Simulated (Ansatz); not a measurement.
## Molecular dynamics of B$_{18}$N$_{19}$ (part 3 of 3)

The same run, continued: B$_{18}$N$_{19}$ (defect cell, 37 atoms in the cell); DFT r2SCAN-D3(BJ), scalar-relativistic, plane waves, PAW, PAW set soft_1, spin-polarised (Ansatz 0.2.0); cutoff 500 eV, 2×2×1 k-mesh, Fermi–Dirac smearing of 0.02 eV, collinear spins. The structure derives from a Materials Project entry. It belongs to a series of runs on one base structure; here: dynamics from the last frame of the run before.

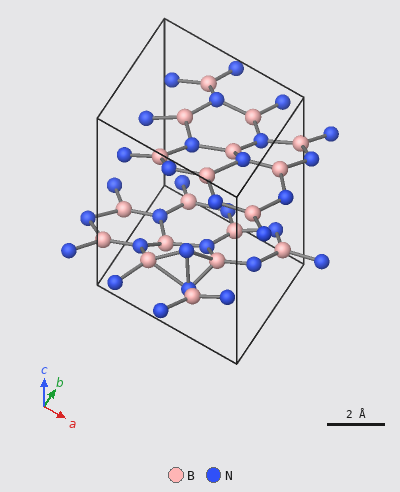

Figure 1. The geometry at step 42 of the log (ball-and-stick view of the cell of the calculation, seen at an oblique angle; bonded neighbours outside the cell are drawn too).

Trajectory as extended XYZ (Å, eV, eV/Å), 6 of the 71 frames kept, from step=0 to step=70:
```
37
Lattice="7.5057 0.0000 0.0000 -3.7528 6.5001 0.0000 0.0000 0.0000 6.8546" Properties=species:S:1:pos:R:3:forces:R:3 step=0 time_fs=0.0 energy=-10171.42229 temperature=1634.6
B     0.0069   -0.1246    5.1065    0.4264  -0.4912  -0.7101
B    -0.0797    0.1299    1.7057    2.9713  -2.2532   0.9813
N     1.2517    0.8323    1.6089   -4.0356  -1.1390  -0.4388
N     0.0274    1.2731    4.9429   -1.1516   3.7669   1.0081
B    -1.2607    2.0265    5.0244    3.5115   0.4627   0.8208
B    -1.3187    2.1933    1.7404   -0.3426   5.0126   0.6962
N    -0.0540    2.9967    1.5988   -1.4192  -2.1731   0.1616
N    -1.2665    3.4476    5.2477   -0.6500   1.2015  -0.0945
B    -2.5022    4.1944    5.2813   -1.7123   0.4621  -1.1458
B    -2.5221    4.3737    1.8624    0.4923   1.8247  -0.3201
N    -1.3371    5.1005    1.4280    1.1419  -0.3345  -0.4080
N    -2.5440    5.6381    5.0755    1.4343  -1.2892   0.8802
B     2.4309   -0.1311    5.1125   -0.5498   2.5465   0.2708
B     2.3735    0.0191    1.2706   -0.2904   0.4441   1.4797
N     3.5662    0.8666    1.1887    3.8591  -0.8310   0.5426
N     2.4538    1.3263    5.1937    1.8708   1.8630  -0.2289
B     1.2269    2.1149    5.2378   -0.1686  -2.7755  -1.4861
B     1.1569    2.2657    1.7600    0.6315  -0.0328  -0.2125
N     2.3140    2.9967    2.1135    2.2841   1.6313  -1.4669
N     1.1395    3.5483    5.3328    0.7285  -1.2633   0.1566
B    -0.0953    4.2438    5.3234    0.4986   2.0784  -0.6130
B    -0.0319    4.3941    1.4249   -0.8600   1.3577   0.3406
N     1.2281    5.1340    1.3719    1.0347  -0.1158   0.2581
N    -0.0895    5.7724    5.2831    3.5794  -3.6965   0.0020
B     5.0056   -0.0393    5.2024   -0.0798  -2.7771  -0.1719
B     4.9873    0.0652    1.3605   -1.6086   0.2170   0.5840
N     6.1830    0.8209    1.6839   -0.7137  -2.2583  -0.9894
N     5.0438    1.3730    5.1078   -0.3918  -1.9618  -0.4027
B     3.8668    2.0721    5.0892   -6.0771  -0.2672   1.9095
B     3.5925    2.2793    2.0919    1.4057  -0.8731   0.5206
N     4.9864    3.0099    2.0918   -0.7409  -3.6150  -1.0871
N     3.7166    3.4728    5.2855    0.3061   0.5105  -0.2630
B     2.3896    4.1496    5.2888    3.6949   3.3337  -0.2296
B     2.5192    4.3869    1.7457   -1.8344   1.0443   1.5186
N     3.7710    5.1251    2.0159   -2.7307   1.8095  -2.2214
N     2.5615    5.6802    5.2128   -5.1909  -1.5671   0.4803
N     3.5285    0.9330    2.7703    0.6768   0.1481  -0.1215
37
Lattice="7.5057 0.0000 0.0000 -3.7528 6.5001 0.0000 0.0000 0.0000 6.8546" Properties=species:S:1:pos:R:3:forces:R:3 step=14 time_fs=14.0 energy=-10168.74644 temperature=1199.5
B    -0.0075   -0.1792    4.8665   -1.7209  -1.8764   2.7866
B     0.0749    0.0432    1.8451   -4.3854   2.6122  -1.7967
N     1.1995    0.8700    1.5147    0.1054  -0.2475   1.7276
N    -0.0210    1.2911    4.9173    0.9374  -1.7116  -0.8284
B    -1.2347    1.9659    5.0181   -2.4091   1.7629   1.6418
B    -1.2867    2.3959    1.7970   -1.2998  -4.2210  -1.2882
N    -0.1149    3.0740    1.4462    1.9805   0.3564   2.5287
N    -1.2306    3.4341    5.4248    2.3646  -1.2769  -2.6144
B    -2.4564    4.0256    5.3009   -0.0745   4.4310   0.1108
B    -2.5371    4.4167    1.8252   -2.2004  -1.2181   0.8155
N    -1.3209    5.1982    1.5550   -2.4032   0.2833  -0.6626
N    -2.5830    5.4941    5.0777    2.4381   4.5507  -0.0747
B     2.3506   -0.0484    5.2819    1.5258  -1.4846  -1.4016
B     2.3871    0.1165    1.3299    0.2874   0.1126   1.4178
N     3.6883    0.8528    1.3085   -0.3049  -0.5222  -1.5899
N     2.4341    1.4756    5.2393   -3.2321  -6.6107   0.4435
B     1.1677    2.0311    5.1258    0.1393   4.4889  -0.1041
B     1.1415    2.3309    1.8622    0.3082   0.8571  -4.1732
N     2.3994    3.0505    1.8730   -1.0174  -1.2228  -0.0545
N     1.2544    3.5316    5.1532   -1.1056  -0.2495   0.0187
B    -0.0411    4.3187    5.1504    1.0578  -1.7040   2.6130
B    -0.1204    4.5437    1.3904    3.5750  -2.2951   0.0212
N     1.2195    5.1704    1.2922   -1.6874   2.5074  -0.0949
N    -0.0881    5.7926    5.3862   -1.0537  -3.0177  -1.1716
B     4.9513   -0.1567    5.1221    0.5604   0.4728   0.4968
B     5.0132    0.2054    1.3136    2.0569  -2.8644   1.4138
N     6.2387    0.8557    1.7000    0.4361   0.0842   0.0522
N     4.9765    1.2622    4.9856   -0.7028   2.1723   0.9380
B     3.6316    2.0370    5.2453    6.6035   2.0150   0.3414
B     3.6450    2.2203    1.9495   -0.9053   0.8895   1.2413
N     4.9126    2.8848    1.9811    2.1484   5.8320  -0.6892
N     3.8227    3.4963    5.5082   -3.5230  -3.9223  -0.6974
B     2.6088    4.2225    5.3364   -3.4345  -2.1019  -0.6868
B     2.3896    4.4569    1.6277    1.2790   0.0996   1.7503
N     3.6560    5.1657    2.0038    2.3003  -1.4062  -1.5684
N     2.4487    5.5757    5.1878    1.5472   4.3484  -1.6004
N     3.5735    0.9657    2.8146   -0.1912   0.0768   0.7382
37
Lattice="7.5057 0.0000 0.0000 -3.7528 6.5001 0.0000 0.0000 0.0000 6.8546" Properties=species:S:1:pos:R:3:forces:R:3 step=28 time_fs=28.0 energy=-10167.33816 temperature=1556.6
B    -0.0121   -0.2193    4.9893    1.2232   3.0748  -0.8858
B    -0.1165    0.0673    1.7715    5.5083   2.8498   0.2336
N     1.1490    0.8952    1.6833    0.4739   1.5432  -0.9908
N    -0.0465    1.2174    4.8027    0.8272   2.4490   1.5744
B    -1.2822    1.9370    5.0456    1.0744   1.3361  -1.3316
B    -1.3998    2.2695    1.7386    2.8082   5.5888  -0.6437
N    -0.0750    3.1125    1.5537   -1.6569   0.1101  -0.7350
N    -1.0553    3.3841    5.1923   -7.5231   0.8026   0.8332
B    -2.4393    4.2678    5.3299    0.7320  -3.2154  -0.5070
B    -2.7147    4.5147    1.8267    5.6973   0.9225  -1.2828
N    -1.5036    5.3061    1.5305    4.1997  -2.4424   0.6875
N    -2.4567    5.6907    5.0720   -3.9169  -4.1216   0.7088
B     2.3975   -0.0845    5.3629    3.9717  -0.5609  -0.5914
B     2.4165    0.2176    1.6150   -0.6786  -0.7917  -0.8502
N     3.7657    0.8286    1.1125   -0.7510   2.3848   2.2359
N     2.4083    1.2937    5.3684    0.7824   4.3236  -0.0395
B     1.1460    2.1368    5.0601    1.3591  -5.3649   0.1812
B     1.1849    2.4452    1.4261   -2.9088  -3.9722   2.6446
N     2.3775    3.0682    1.6365    1.4312   3.1590  -0.0847
N     1.2496    3.5302    5.0677    2.7862  -1.0711  -0.4653
B     0.0611    4.1849    5.2165   -1.9938   1.8030   0.2410
B    -0.1125    4.5588    1.4541   -3.4398  -0.0912   0.3461
N     1.1114    5.3204    1.3975    2.7813  -6.6371   0.8014
N    -0.0916    5.5974    5.4365    2.3880   2.0969  -1.7082
B     4.8852   -0.1981    4.9907    0.8407   1.6643   1.6648
B     5.0512    0.1049    1.5033   -0.8688   6.2327  -0.4143
N     6.3387    0.9050    1.7353   -7.6348  -1.8903  -0.6863
N     4.9043    1.3565    4.9281    0.5339  -2.3101   2.0477
B     3.7517    2.0642    5.4453   -2.0025  -3.2355  -1.5735
B     3.5857    2.3345    1.9708    2.3437   0.0923  -1.5446
N     4.9364    3.1706    1.8161   -1.5623  -6.9207   1.1818
N     3.7094    3.4452    5.5654    3.1013   3.6921  -1.2814
B     2.5458    4.1408    5.1416   -0.8988   2.4151   1.0135
B     2.3774    4.5555    1.6352   -0.7994  -2.5771   0.1623
N     3.6317    5.1769    1.8973   -4.4587   1.9291  -0.1585
N     2.5202    5.6559    4.9793   -3.3835  -3.4615   0.1194
N     3.5966    1.0463    2.7538   -0.3859   0.1939  -0.9023
37
Lattice="7.5057 0.0000 0.0000 -3.7528 6.5001 0.0000 0.0000 0.0000 6.8546" Properties=species:S:1:pos:R:3:forces:R:3 step=42 time_fs=42.0 energy=-10168.17958 temperature=1703.2
B    -0.0686   -0.0926    4.9701   -0.0951   0.3405  -0.9836
B    -0.0522    0.3207    1.7172   -4.4587  -3.3392   0.7580
N     1.1816    0.9985    1.7452   -1.4417  -1.8699  -0.4480
N    -0.0625    1.3463    4.8152   -0.9050  -1.9978   0.9151
B    -1.3885    1.9824    4.8351    2.1239   3.3235   1.0970
B    -1.3061    2.4113    1.6319   -4.9430  -2.5653   1.5729
N    -0.1555    3.1102    1.5721    2.9857  -1.1321  -1.9743
N    -1.3152    3.4875    4.9537    0.5293   0.9190   2.2137
B    -2.5467    4.2981    5.2714    1.8346  -0.4470  -1.8204
B    -2.7277    4.5906    1.7569    1.9841  -1.0033  -0.3609
N    -1.4047    5.2756    1.5928   -1.6321   2.1213   2.3821
N    -2.5346    5.7878    5.1255    1.3409  -3.9149   1.1849
B     2.6042   -0.2045    5.3820   -3.7040   1.5443  -0.4662
B     2.4304    0.2810    1.9770    0.1928  -1.3884  -2.7374
N     3.7720    1.0166    1.0780   -1.5834  -0.7791  -1.2067
N     2.4450    1.2486    5.3825    2.4818  -0.7753  -0.0203
B     1.2445    1.8799    5.1034   -1.9881   4.4162  -1.0346
B     1.0778    2.2980    1.3068    2.6255   4.9800   3.4833
N     2.4012    3.0833    1.4508   -0.2609  -1.8416  -0.5047
N     1.2666    3.3807    5.0200   -0.2874   1.7793   0.8373
B    -0.0067    4.1643    5.3179    0.5045  -2.5700  -3.1941
B    -0.2295    4.5381    1.5994    3.4333   0.5678  -0.5834
N     1.1141    5.2190    1.5490   -2.2174   0.4547   0.3395
N     0.0801    5.5980    5.5211   -1.7672  -0.3156  -1.2227
B     4.9300   -0.1426    4.9930    0.6749  -0.2430   1.5544
B     4.8999    0.1989    1.5931   -2.6398  -3.9563  -0.7683
N     6.0049    0.8814    1.7617    9.6580   5.3366  -0.5118
N     4.8935    1.2983    5.0392   -0.2517  -0.5732  -0.1908
B     3.6596    1.9800    5.3323    1.5610   3.4850  -0.0242
B     3.7441    2.3919    1.7109   -3.1285  -0.4340  -0.8281
N     4.9463    3.0755    1.8245    0.2466   4.4878  -0.3809
N     3.7832    3.5800    5.4342   -3.8181  -2.4475  -1.7326
B     2.5062    4.2503    4.9583   -0.5159  -2.8877   2.7275
B     2.3443    4.4584    1.5417   -0.2085   3.2419   0.7355
N     3.5310    5.3476    1.7593    2.6385  -1.5974  -0.4499
N     2.4065    5.6571    4.8153    2.0817   0.6154  -0.0147
N     3.5739    1.0877    2.5517   -1.0507  -1.5345   1.6563
37
Lattice="7.5057 0.0000 0.0000 -3.7528 6.5001 0.0000 0.0000 0.0000 6.8546" Properties=species:S:1:pos:R:3:forces:R:3 step=56 time_fs=56.0 energy=-10168.88782 temperature=1962.6
B    -0.0664   -0.0535    4.8642   -0.8667  -1.3057   1.6902
B    -0.1609    0.2501    1.7628    3.9390  -1.5106  -1.3480
N     1.1376    0.9425    1.7075    1.1654   0.0017   2.4784
N    -0.1364    1.3958    4.8757    2.0099  -0.8919  -0.6588
B    -1.4223    2.1561    4.7558    1.7706  -2.5146   3.3075
B    -1.4256    2.2526    1.7185    1.9997   5.6351  -0.5766
N    -0.0861    3.0242    1.4922   -1.5039   0.3059   2.7864
N    -1.3525    3.5766    4.9979   -0.9798  -2.7496  -1.7458
B    -2.6362    4.2285    4.9899   -0.7041   0.8801   2.6834
B    -2.5938    4.5812    1.7146    1.4325   0.1763  -0.0822
N    -1.2586    5.3050    1.8528   -2.4699  -3.9682   0.0016
N    -2.5807    5.6473    5.1696   -0.6437   2.1005  -1.5249
B     2.4623   -0.1803    5.3035    1.7523   0.4003   0.0730
B     2.3913    0.1627    2.0129   -1.5433   2.9923  -0.8383
N     3.6306    1.1151    0.7912    1.8161  -2.1377   1.1293
N     2.5692    1.3050    5.2119   -3.9665  -1.0926  -0.5119
B     1.2158    1.9762    5.0778    0.7639   0.1120   0.1203
B     1.2214    2.4637    1.8016   -1.3849  -2.6324  -4.1920
N     2.4089    3.1433    1.3607   -1.0798   2.0058   2.2158
N     1.2466    3.4127    5.1621   -3.8159  -0.6004  -1.1094
B    -0.0314    4.0610    5.1519   -0.0393   4.1223   1.3848
B    -0.0880    4.4287    1.7272   -0.1706   1.5562  -1.2987
N     1.1327    5.2051    1.5793   -0.1098   0.4216   0.5945
N    -0.0161    5.5445    5.5067   -0.7451   0.4642  -1.9113
B     4.9385   -0.1652    5.2161   -0.4610   0.8501  -0.6837
B     4.7313    0.1114    1.6347    1.6996   3.5786   1.2403
N     6.1708    0.9118    1.7931   -5.6118  -2.3098  -0.3483
N     4.9231    1.3442    5.1356    1.2824   0.5625  -1.2929
B     3.7565    2.1561    5.1512   -2.6735  -3.8960   1.0663
B     3.6182    2.4256    1.4379    1.6495   0.3077   1.6911
N     4.9085    3.1625    1.7679   -0.3043  -2.3712  -1.1378
N     3.5388    3.5199    5.2885    6.2842   1.2319  -2.3716
B     2.3625    4.2022    5.0317    1.2445   1.9475   0.9610
B     2.4546    4.6228    1.5320   -2.1267  -3.0360  -0.7638
N     3.6608    5.2857    1.5601    1.3213   2.0048   0.9461
N     2.4217    5.6585    4.8953   -0.1366   0.3381   0.0716
N     3.5579    0.9930    2.4649    1.2064  -0.9791  -2.0459
37
Lattice="7.5057 0.0000 0.0000 -3.7528 6.5001 0.0000 0.0000 0.0000 6.8546" Properties=species:S:1:pos:R:3:forces:R:3 step=70 time_fs=70.0 energy=-10168.84306 temperature=1788.6
B    -0.1315   -0.0783    4.9343    0.2383   1.2785   0.8514
B    -0.1620    0.1780    1.6565    1.2359   2.0595   0.7890
N     1.1385    0.9459    1.8631   -0.9256  -1.1270  -0.2114
N     0.0049    1.3647    4.9197   -1.3809  -1.0965   0.1509
B    -1.2007    2.0087    5.0765   -3.2823   4.1923  -1.5360
B    -1.3229    2.4098    1.8150   -1.9387  -2.1159  -1.0627
N    -0.0828    3.0186    1.6188    2.6244   0.9071   1.2612
N    -1.3980    3.5390    4.9101    0.3262  -0.6185   0.7312
B    -2.7261    4.2649    4.9999    4.5886   1.0391  -0.1200
B    -2.4800    4.5343    1.6584    2.2459  -0.1107   2.3849
N    -1.2217    5.2029    2.1577   -2.9565   1.5009  -3.1502
N    -2.6738    5.7767    5.0716    2.7663  -3.2234   0.5855
B     2.4201   -0.0389    5.3455   -2.6200  -2.0346  -2.1067
B     2.3226    0.2444    1.9565    3.6572  -4.0066   1.6673
N     3.7235    0.9991    0.6596   -0.2910   1.7824   1.1301
N     2.4161    1.3592    5.0871    1.8616  -0.0423   0.9048
B     1.1952    2.1029    5.0194   -0.2704   0.2627   0.6271
B     1.3146    2.3163    1.7943   -3.3066   4.5336  -2.3075
N     2.4577    3.2002    1.5042    0.0333  -2.7942   0.6605
N     1.0479    3.5039    5.2181    3.2770   2.1518  -1.1898
B    -0.1703    4.2918    5.0426   -0.6273  -2.6068   1.6325
B    -0.0894    4.4472    1.7345    3.2960   2.4905   0.4791
N     1.2665    5.3549    1.6041   -2.1048  -2.9973   0.5248
N    -0.1551    5.6372    5.4405    1.0198   3.1559  -0.8620
B     4.8540   -0.1007    5.2900    1.1757   0.1455  -0.9909
B     4.8281    0.3111    1.7622   -0.6098  -4.7038  -0.7253
N     6.0394    0.9040    1.7826    6.4963   3.3800   0.1267
N     5.0323    1.3440    5.1138   -3.6820  -1.3425   1.2472
B     3.7056    1.9782    5.1521    1.0246   3.4414  -1.3879
B     3.7127    2.4250    1.4306   -1.2027  -1.9016   0.6249
N     4.9033    3.1350    1.6971    3.1456  -0.4073  -0.4065
N     3.6534    3.5029    4.9841   -3.7880  -1.0696   1.2907
B     2.3635    4.2806    5.1646   -0.2459  -1.6147  -1.0221
B     2.5632    4.6136    1.5383   -1.6548   0.8660  -0.4204
N     3.9045    5.3052    1.4758   -6.1399   0.6874  -0.2952
N     2.3635    5.7397    5.0454   -0.3858  -2.2116   0.6000
N     3.6229    0.9306    2.2769   -1.5990   2.1503  -0.4749
```

Summary:

- outcome: finished
- mean temperature over the second half: 1674 K
- trajectory: 70 steps, 70 fs
- ensemble: nvt_langevin
- temperature in the input: 1680.0 K
- time step: 1 fs
- electrons treated: 149
- potential energy (free energy of the electrons) (last step): −10168.8431 eV
- Fermi energy (last step): 5.148 eV
- net moment of the cell (last step): 1.00 μB
- integrated absolute moment (last step): 1.24 μB
- largest force (length of the vector) (last step): 7.324 eV/Å
- hardware: 4 threads of Arm Neoverse V1, 24 GiB of memory available, shared host
- wall time: 42 min (CPU time 2.8 h)
- peak memory: 1.9 GiB

Notes on the run: the dispersion correction has no parameters fitted for this combination and takes those fitted for r2SCAN with other terms. The k-point mesh is coarse for a cell of this size, so the results may not be converged. So short a trajectory is not equilibrated. The logged temperature at the start can lie below the typed one, since it is counted over all degrees of freedom.
